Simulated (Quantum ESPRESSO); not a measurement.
# Energy and gap at +3 % biaxial strain: Al2SSe, 1 layer

Method. Quantum ESPRESSO 7.5 driven by ASE, PBE, GBRV ultrasoft, ESM (bc1); atomic heights clamped; cell area 11.714 Å² at zero strain.

```
strain (%)  energy (meV a cell)  gap on the mesh (eV)
        −3                95.31                 2.114
      −1.5                23.26                 2.081
         0                 0.00                 2.051
      +1.5                20.07                 2.027
```

**Question.** What are energy and gap at +3 %, and how stiff is the sheet?

By hand: About zero, E'' = (23.26 + 20.07 − 2 × 0.00)/1.5² = 19.26 meV per %² and E' = (20.07 − 23.26)/3 = −1.06 meV per %. With E = A K ε², where K = (C11 + C22)/2 + C12 (C11 + C12 for a hexagonal sheet), K = 19.26 × 10/(2 × 11.714) × 16.02 = 132 N/m. The parabola gives E(+3 %) = 0.00 + 3 × (−1.06) + 4.5 × 19.26 = 83.5 meV. Continuing the last slope, the gap is 2 × 2.027 − 2.051 = 2.003 eV.

**Check.** E = 78.6 meV and the gap 2.007 eV. The parabola misses by +4.9 meV, too high, since bonds soften under tension. The gap's line misses by −0.004 eV.

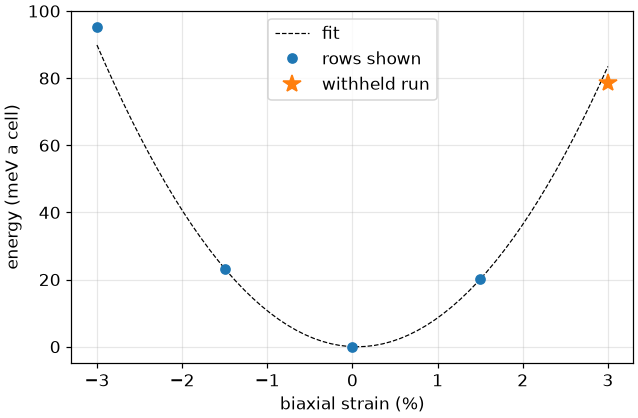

The rows shown, the fit and the withheld run.

Caveats: Clamped heights stiffen sheets with several planes. Semilocal gap, no spin-orbit coupling.

[Logs are printed without paths, hosts, clocks, repeated set-up lines and the standing remarks that a program may print on its own settings, such as how far it seeks lower states.]
